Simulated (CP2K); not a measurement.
# GeCl2 (SMILES [Cl][Ge][Cl]) at PBE-D3(0)/cc-pVTZ-DK (ZORA, ngrids 4)

What is the energy difference between two shapes of GeCl2 at PBE-D3(0)/cc-pVTZ-DK (ZORA, ngrids 4)? 

The calculation is run with CP2K 2026.2.

2 further runs of the same task are left out: 2 set aside as unsound or not needed.

### 1 The system as given

GeCl2: 3 atoms, total charge 0, spin state singlet. SMILES: `[Cl][Ge][Cl]`. Geometry: a GFN2-xTB relaxation, a rough one for these elements and not checked as a minimum.

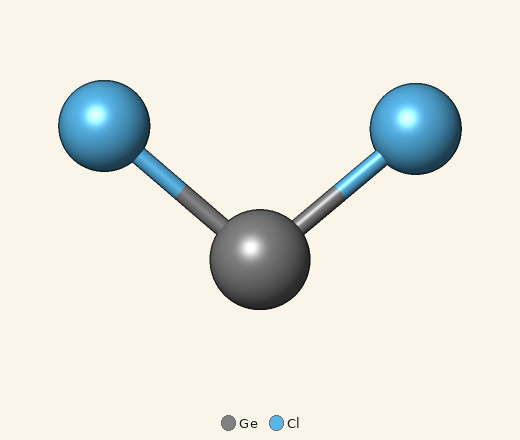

Viewed from a chosen angle; germanium grey, chlorine blue.

### 2 The energy at PBE-D3(0)/cc-pVTZ-DK (ZORA, ngrids 4)

qs.inp

```
&global
   project_name qs
   run_type ENERGY
   print_level MEDIUM
&end global
&force_eval
   method QS
   &dft
      basis_set_file_name ./cc_pvtz_dk.basis
      potential_file_name POTENTIAL
      charge 0
      multiplicity 1
      &qs
         method GAPW
         eps_default 1.0E-10
      &end qs
      &mgrid
         cutoff 250
         rel_cutoff 50
         ngrids 4
      &end mgrid
      &poisson
         periodic NONE
         poisson_solver MT
         &mt
            alpha 7
            rel_cutoff 1.5
         &end mt
      &end poisson
      &scf
         scf_guess ATOMIC
         eps_scf 1.0E-06
         max_scf 150
         added_mos 10
         &diagonalization
            algorithm STANDARD
         &end diagonalization
         &mixing
            method DIRECT_P_MIXING
            alpha 0.4
         &end mixing
      &end scf
      &xc
         &xc_functional PBE
         &end xc_functional
         &vdw_potential
            potential_type PAIR_POTENTIAL
            &pair_potential
               type DFTD3
               parameter_file_name dftd3.dat
               reference_functional PBE
               r_cutoff 15
            &end pair_potential
         &end vdw_potential
      &end xc
      &relativistic
         method ZORA
         zora_type MP
         transformation ATOM
         potential FULL
      &end relativistic
      &print
         &moments
            periodic F
            reference COM
            max_moment 1
         &end moments
         &mo ON
            energies T
            occupation_numbers T
            ndigits 6
            &each
               qs_scf 0
            &end each
            add_last NUMERIC
         &end mo
         &hirshfeld OFF
         &end hirshfeld
      &end print
   &end dft
   &subsys
      &cell
         abc [angstrom] 12.7 9.4 10.8
         periodic NONE
      &end cell
      &coord
         Ge     0.004890    -0.007110    -0.931180
         Cl     1.647840    -0.018820     0.474730
         Cl    -1.652730     0.025930     0.456450
      &end coord
      &topology
         &center_coordinates
         &end center_coordinates
      &end topology
      &kind Ge
         basis_set cc-pVTZ-DK
         potential ALL
      &end kind
      &kind Cl
         basis_set cc-pVTZ-DK
         potential ALL
      &end kind
   &end subsys
&end force_eval
```

On the command line:

```
$ OMP_NUM_THREADS=1 cp2k.psmp qs.inp > qs.out
```

Output:

```text
CP2K| version string:                                       CP2K version 2026.2
[...]
 GLOBAL| Method name                                                        CP2K
[...]
 GLOBAL| Run type                                                         ENERGY
[...]
 DFT| Spin restricted Kohn-Sham (RKS) calculation                            RKS
 DFT| Multiplicity                                                             1
[...]
 DFT| Charge                                                                   0
[...]
 FUNCTIONAL| PBE:
[...]
 QS| Method:                                                                GAPW
[...]
 QS| Density cutoff [a.u.]:                                                125.0
[...]
 QS| Relative density cutoff [a.u.]:                                        25.0
[...]
                             - Atoms:                                          3
[...]
                             - Spherical basis functions:                    111
[...]
 Number of electrons:                                                         66
[...]
     1 P_Mix/Diag. 0.40E+00    1.6     1.25232542     -3029.2226972927 -3.03E+03
[...]
    12 DIIS/Diag.  0.12E-05    1.4     0.00000090     -3029.1132952251 -1.04E-10
  *** SCF run converged in    12 steps ***
[...]
  Overlap energy of the core charge distribution:               0.00000044634882
  Self energy of the core charge distribution:               -932.62016163869862
  Core Hamiltonian energy:                                  -2272.04603772793416
  Hartree energy:                                             127.89360578470470
  Exchange-correlation energy:                                -22.11492153708875
  Dispersion energy:                                           -0.00044379545582
[...]
                     Mulliken Population Analysis
 #  Atom  Element  Kind  Atomic population                           Net charge
       1     Ge       1         31.549218                              0.450782
       2     Cl       2         17.225518                             -0.225518
       3     Cl       2         17.225263                             -0.225263
 # Total charge                             66.000000                  0.000000
[...]
  Dipole moment [Debye]
    X=  0.7702601E-02 Y= -0.1405525E-01 Z= -0.1823740E+01  Total=      1.8238104
 ENERGY| Total FORCE_EVAL ( QS ) energy [hartree]          -3029.113295225077763
[...]
```

Run time: 19 s. Hardware: 1 thread of Intel Xeon 6975P-C (Granite Rapids), shared host; peak memory 0.73 GiB.

### 3 The distorted shape

mol.inp

```
&GLOBAL
   PROJECT_NAME mol
   RUN_TYPE ENERGY
   PRINT_LEVEL MEDIUM
&END GLOBAL

&FORCE_EVAL
   METHOD Quickstep
   &DFT
      BASIS_SET_FILE_NAME ./cc_pvtz_dk.basis
      POTENTIAL_FILE_NAME POTENTIAL
      CHARGE 0
      MULTIPLICITY 1
      ! Quickstep
      &QS
         METHOD GAPW
         EPS_DEFAULT 1.0E-10
      &END QS
      &MGRID
         CUTOFF 250
         REL_CUTOFF 50
         NGRIDS 4
      &END MGRID
      ! no periodic images
      &POISSON
         PERIODIC NONE
         POISSON_SOLVER MT
         &MT
            ALPHA 7
            REL_CUTOFF 1.5
         &END MT
      &END POISSON
      ! self-consistent field
      &SCF
         SCF_GUESS ATOMIC
         EPS_SCF 1.0E-06
         MAX_SCF 150
         ADDED_MOS 10
         &DIAGONALIZATION
            ALGORITHM STANDARD
         &END DIAGONALIZATION
         &MIXING
            METHOD DIRECT_P_MIXING
            ALPHA 0.4
         &END MIXING
      &END SCF
      ! functional
      &XC
         &XC_FUNCTIONAL PBE
         &END XC_FUNCTIONAL
         &VDW_POTENTIAL
            POTENTIAL_TYPE PAIR_POTENTIAL
            &PAIR_POTENTIAL
               TYPE DFTD3
               PARAMETER_FILE_NAME dftd3.dat
               REFERENCE_FUNCTIONAL PBE
               R_CUTOFF 15
            &END PAIR_POTENTIAL
         &END VDW_POTENTIAL
      &END XC
      &RELATIVISTIC
         METHOD ZORA
         ZORA_TYPE MP
         TRANSFORMATION ATOM
         POTENTIAL FULL
      &END RELATIVISTIC
      &PRINT
         &MOMENTS
            PERIODIC F
            REFERENCE COM
            MAX_MOMENT 1
         &END MOMENTS
         &MO ON
            ENERGIES T
            OCCUPATION_NUMBERS T
            NDIGITS 6
            &EACH
               QS_SCF 0
            &END EACH
            ADD_LAST NUMERIC
         &END MO
         &HIRSHFELD OFF
         &END HIRSHFELD
      &END PRINT
   &END DFT
   &SUBSYS
      ! box in angstrom
      &CELL
         ABC [angstrom] 12.6 9.5 10.9
         PERIODIC NONE
      &END CELL
      &COORD
         Ge    -0.024642     0.025750    -0.952147
         Cl     1.611996     0.022007     0.563422
         Cl    -1.599574     0.108423     0.479321
      &END COORD
      &TOPOLOGY
         &CENTER_COORDINATES
         &END CENTER_COORDINATES
      &END TOPOLOGY
      &KIND Ge
         BASIS_SET cc-pVTZ-DK
         POTENTIAL ALL
      &END KIND
      &KIND Cl
         BASIS_SET cc-pVTZ-DK
         POTENTIAL ALL
      &END KIND
   &END SUBSYS
&END FORCE_EVAL
```

On the command line:

```
$ OMP_NUM_THREADS=1 cp2k.psmp mol.inp > mol.out
```

Output:

```text
CP2K| version string:                                       CP2K version 2026.2
[...]
 GLOBAL| Method name                                                        CP2K
[...]
 GLOBAL| Run type                                                         ENERGY
[...]
 DFT| Spin restricted Kohn-Sham (RKS) calculation                            RKS
 DFT| Multiplicity                                                             1
[...]
 DFT| Charge                                                                   0
[...]
 FUNCTIONAL| PBE:
[...]
 QS| Method:                                                                GAPW
[...]
 QS| Density cutoff [a.u.]:                                                125.0
[...]
 QS| Relative density cutoff [a.u.]:                                        25.0
[...]
                             - Atoms:                                          3
[...]
                             - Spherical basis functions:                    111
[...]
 Number of electrons:                                                         66
[...]
     1 P_Mix/Diag. 0.40E+00    1.2     1.25504262     -3029.2053123539 -3.03E+03
[...]
    14 DIIS/Diag.  0.55E-06    1.3     0.00000078     -3029.1116765253  2.96E-11
  *** SCF run converged in    14 steps ***
[...]
  Overlap energy of the core charge distribution:               0.00000045945481
  Self energy of the core charge distribution:               -932.62016163869862
  Core Hamiltonian energy:                                  -2272.05745528136185
  Hartree energy:                                             127.90682175333191
  Exchange-correlation energy:                                -22.10955025512316
  Dispersion energy:                                           -0.00040519084957
[...]
                     Mulliken Population Analysis
 #  Atom  Element  Kind  Atomic population                           Net charge
       1     Ge       1         31.538581                              0.461419
       2     Cl       2         17.262848                             -0.262848
       3     Cl       2         17.198572                             -0.198572
 # Total charge                             66.000000                  0.000000
[...]
  Dipole moment [Debye]
    X= -0.5020761E+00 Y= -0.4359041E-01 Z= -0.2098225E+01  Total=      2.1578995
 ENERGY| Total FORCE_EVAL ( QS ) energy [hartree]          -3029.111676525264556
[...]
```

Wall time 19 s (1 thread of Intel Xeon 6975P-C (Granite Rapids), shared host); peak memory 0.74 GiB.

### 4 What came out

Level: PBE-D3(0)/cc-pVTZ-DK (ZORA, ngrids 4).

| quantity | value |
| --- | --- |
| first shape: total energy | -3029.11330 Eh |
| first shape: dipole moment | 1.82 D |
| first shape: HOMO energy | -7.01 eV |
| first shape: LUMO energy | -3.71 eV |
| first shape: HOMO–LUMO gap | 3.30 eV |
| first shape: dispersion energy | -1.17 kJ/mol |
| distorted shape: total energy | -3029.11168 Eh |
| distorted shape: dipole moment | 2.16 D |
| distorted shape: HOMO energy | -7.12 eV |
| distorted shape: LUMO energy | -3.78 eV |
| distorted shape: HOMO–LUMO gap | 3.34 eV |
| distorted shape: dispersion energy | -1.06 kJ/mol |
| energy change with the atoms displaced | 0.044 eV |

With the atoms displaced the energy rises by 0.04 eV (1.0 kcal/mol). The first shape isn't relaxed at this level, so the change isn't measured from a minimum.
